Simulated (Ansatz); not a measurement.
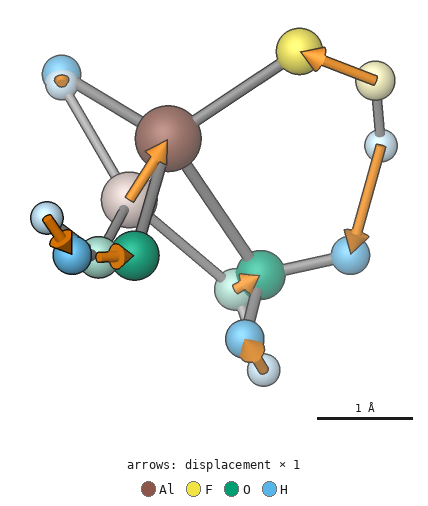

A relaxation of AlH4O2F. The starting structure is drawn faded, the final one solid; orange arrows show the displacements, at their true length. The two geometries are superimposed by the best rigid fit.

The picture is a ball-and-stick view, seen at a tilt.

The run prepares an end point of a later path (reaction) calculation, from a guessed geometry.

Computed with RKS PBE0-D4/def2-SVP (Ansatz 0.2.0).

The input:
```yaml
crystal:
  periodic: [false, false, false]
  atoms:
    - { symbol: Al, position_ang: [0.081976, 0.46045, -0.287144] }
    - { symbol: F, position_ang: [-0.204117, -0.2068, 2.499783] }
    - { symbol: O, position_ang: [1.616114, -0.081639, -0.777433] }
    - { symbol: H, position_ang: [1.809424, -0.893105, -1.247944] }
    - { symbol: H, position_ang: [-1.29558, -0.161374, -0.710557] }
    - { symbol: O, position_ang: [0.058227, 1.945606, 0.645817] }
    - { symbol: H, position_ang: [0.878724, 2.43408, 0.753898] }
    - { symbol: H, position_ang: [-0.271368, 0.715682, 2.439979] }
basis:
  gaussian: { orbitals: def2-SVP }
hamiltonian:
  xc: pbe0
  dispersion: d4
relax:
  f_tol: 0.03
  max_steps: 50
output:
  orbitals: {}
```

Command:
```bash
ansatz run input.yaml --threads 1 --pin off --max-ram 2048MiB --backend cpu --events-out ev --progress --plain --runs-dir out
```

What did the optimiser do to the structure, and how much energy did it gain?

Answer. The atom that moves furthest after the best rigid fit is H8 (1.23 Å). By element the largest moves are H 1.23 Å, F 0.91 Å, Al 0.77 Å, O 0.48 Å. Among the contacts that change: F2–H8 0.927 → 2.524 Å, O6–H8 2.200 → 0.969 Å, Al1–F2 2.880 → 1.685 Å, Al1–O6 1.754 → 1.980 Å. New bonds form, among them: Al1–F2 (2.88 → 1.68 Å), O6–H8 (2.20 → 0.97 Å). Bonds break, among them: F2–H8 (0.93 → 2.52 Å). Bond angles that change, for instance: O3–Al1–O6 115.8° → 84.9°, Al1–O6–H7 118.6° → 94.3°, H5–Al1–O6 117.8° → 113.1°. The energy falls by 134.1 kJ/mol in 20 accepted moves (24 points after the start). Largest force component: 0.83 eV/Å at the start, 0.026 eV/Å at the end. The line search rejected the trial steps at points 13, 18, 21, 23 of the run. The forces were under the threshold at step 22, but the run went on from there. The run took 75 s on 1 thread of Arm Neoverse V1 (shared host), peak memory 0.15 GiB.

Limits of the set-up: the start holds two separate molecules, 2.2 Å apart at their closest, whose relative position is a soft coordinate.
